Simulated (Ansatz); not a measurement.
**wB97X/STO-3G run of AlH5O (Al(H2O)H3)**

Aim: the energy change on altering one bond length of AlH5O (Al(H2O)H3) at wB97X/STO-3G, from 2 runs. 

Program for the calculation: Ansatz 0.2.0.

53 further runs of the same task are left out: 1 that didn't finish, 52 set aside as unsound or not needed.

### Step 1. The system as given

AlH5O: 7 atoms, total charge 0, spin state singlet. As SMILES, `[H][Al]([H])([H])<-[OH2]`. The shape comes from GFN2-xTB, which is rough for such elements, and wasn't checked as a minimum.

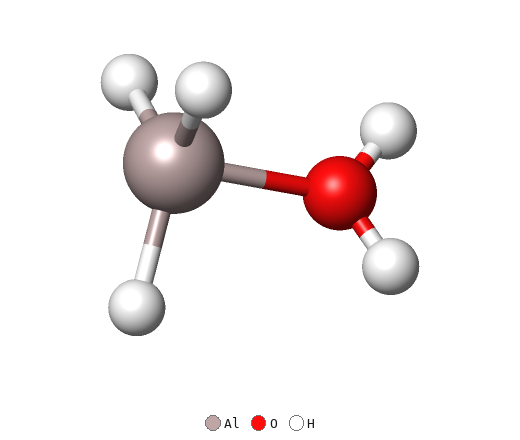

Viewed from a chosen angle; aluminium light grey, oxygen red, hydrogen white.

### Step 2. The energy at wB97X/STO-3G

Input file job.yaml:

```yaml
crystal:
  periodic: [false, false, false]
  atoms:
    - {symbol: Al, position_ang: [0.038170, -0.063310, -0.878000]}
    - {symbol: O, position_ang: [-0.024940, 0.038110, 1.009060]}
    - {symbol: H, position_ang: [-0.734700, -0.319470, 1.555830]}
    - {symbol: H, position_ang: [0.587960, 0.568180, 1.531290]}
    - {symbol: H, position_ang: [1.607200, -0.040110, -0.978390]}
    - {symbol: H, position_ang: [-0.735740, 1.245780, -1.269530]}
    - {symbol: H, position_ang: [-0.737950, -1.429180, -0.970260]}
basis:
  gaussian: {orbitals: STO-3G}
hamiltonian: {xc: {name: wB97X}}
accuracy: high
```

Command:

```sh
$ ansatz run job.yaml --threads 1 --pin off --max-ram 2610MiB --events-out events.jsonl --progress --plain --runs-dir runs
```

What it wrote:

```text
Warning: RAYON_NUM_THREADS=1 ignored (pool sized by the plan → 1); use --threads N
Functional definition: wB97X
  name "wB97X"
  parameter omega = 0.3/bohr
  parameter cx = 0.157706
  parameter cx1 = 0.726479
  parameter cx2 = 1.04760
  parameter cx3 = -5.70635
  parameter cx4 = 13.2794
  parameter css1 = -4.33879
  parameter css2 = 18.2308
  parameter css3 = -31.7430
  parameter css4 = 17.2901
  parameter cos1 = 2.37031
  parameter cos2 = -11.3995
  parameter cos3 = 6.58405
  parameter cos4 = -3.78132
  exchange = spin_sum(e_x_unif_sr(omega)*poly(b97_u_x, 1 - cx, cx1, cx2, cx3, cx4)) + cx*exact_x_sr(omega)
      + exact_x_lr(omega)
  correlation = spin_sum(e_c_pw_same_spin*poly(b97_u_same, 1, css1, css2, css3, css4))
      + integral(e_c_pw_opposite_spin*poly(b97_u_opposite, 1, cos1, cos2, cos3, cos4))
336 factors; integrals over basis functions are off by at most 4.7e-9 eV
154 factors; integrals over basis functions are off by at most 1.2e-9 eV
mean field evaluation 1: about -8614.8794 eV, gradient 1.5e1 eV
mean field evaluation 2: about -8615.7781 eV, gradient 4.5e0 eV
mean field evaluation 4: about -8615.8368 eV, gradient 2.0e-1 eV
mean field evaluation 8: about -8615.7919 eV, gradient 3.6e-4 eV
mean field evaluation 16: about -8615.7919 eV, gradient 2.1e-8 eV
mean field -8615.79186055 eV, -316.6245108818 hartree, gradient 2.1e-8 eV, S^2 0.000000; 0 other end points of the search recorded, 0 dependent functions left out
reference -8615.79185867 eV, -316.6245108127 hartree; 13, 13 occupied and 6, 6 virtual orbitals, 336 factors
Total energy: -8615.79185867 eV, -316.6245108127 hartree
```

Wall time 4.8 s (1 thread of Arm Neoverse V2, shared host); peak memory 0.27 GiB.

### Step 3. The distorted shape

Input file run.yaml:

```yaml
crystal:
  periodic: [false, false, false]
  atoms:
    - {symbol: Al, position_ang: [-0.354076, -0.069110, -0.852903]}
    - {symbol: O, position_ang: [-0.417186, 0.032310, 1.034157]}
    - {symbol: H, position_ang: [-1.126946, -0.325270, 1.580927]}
    - {symbol: H, position_ang: [0.195714, 0.562380, 1.556387]}
    - {symbol: H, position_ang: [1.607200, -0.040110, -0.978390]}
    - {symbol: H, position_ang: [-1.127986, 1.239980, -1.244433]}
    - {symbol: H, position_ang: [-1.130196, -1.434980, -0.945163]}
basis:
  gaussian:
    orbitals: STO-3G
hamiltonian:
  xc: {name: wB97X}
accuracy: high
```

Command:

```sh
$ ansatz run run.yaml --threads 1 --pin off --max-ram 2610MiB --events-out events.jsonl --progress --plain --runs-dir runs
```

What it wrote, cut to the lines that bear on the results:

```text
Warning: RAYON_NUM_THREADS=1 ignored (pool sized by the plan → 1); use --threads N
[... 2 set-up lines as earlier in the session ...]
[...]
      + exact_x_lr(omega)
[...]
      + integral(e_c_pw_opposite_spin*poly(b97_u_opposite, 1, cos1, cos2, cos3, cos4))
336 factors; integrals over basis functions are off by at most 4.7e-9 eV
155 factors; integrals over basis functions are off by at most 1.3e-9 eV
[...]
mean field -8614.34701064 eV, -316.5714136268 hartree, gradient 4.7e-8 eV, S^2 0.000000; 0 other end points of the search recorded, 0 dependent functions left out
reference -8614.34700871 eV, -316.5714135558 hartree; 13, 13 occupied and 6, 6 virtual orbitals, 336 factors
Total energy: -8614.34700871 eV, -316.5714135558 hartree
```

It took 4.8 s on 1 thread of Arm Neoverse V2, shared host; peak memory 0.27 GiB.

### Step 4. Results

Level: wB97X/STO-3G.

| quantity | value |
| --- | --- |
| first shape: total energy | -316.62451 Eh |
| distorted shape: total energy | -316.57141 Eh |
| energy change with the Al1–H5 bond stretched from 1.572 to 1.966 Å | 1.445 eV |

In words: With the Al1–H5 bond stretched from 1.572 to 1.966 Å the energy rises by 1.44 eV (33 kcal/mol). The first shape isn't relaxed at this level, so the change isn't measured from a minimum. The minimal basis adds a large error of its own.
